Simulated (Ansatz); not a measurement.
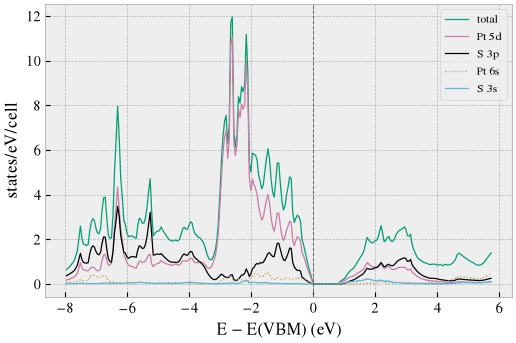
Total and projected density of states of PtS in space group P4_2/mmc (No. 131; Pt on 2c, S on 2e), DFT-r²SCAN in the program Ansatz with PAW potentials

Problem. Which orbitals carry the states next to the gap?

Solution. Top 1 eV of the valence band: Pt 5d 63 %, S 3p 27 %, Pt 6s 8 %. Bottom 1 eV of the conduction band: Pt 5d 49 %, S 3p 29 %, S 3s 14 %, outside the projected shells 6 %. Projections are on Löwdin-orthogonalised atomic valence shells; empty p or d shells of many metals are not among them.

Problem. Where is the tallest occupied peak in this window, and what makes it?

Solution. Near -2.6 eV, about 12 states/eV per cell; the largest projected share is Pt 5d.

The workflow started from a Materials Project entry (that database holds measured and hypothetical structures alike); the Crystallography Open Database files this formula in space group No. 131, but the cells were not matched. Its standing as an ambient phase is unchecked. Symmetry was held in the r²SCAN relaxation; whether a distortion lowers the energy is not shown. The run is not spin-polarised. Scalar-relativistic: spin–orbit coupling is off unless named, which matters more the heavier the elements.

Potentials: the later of the program's two PAW sets.
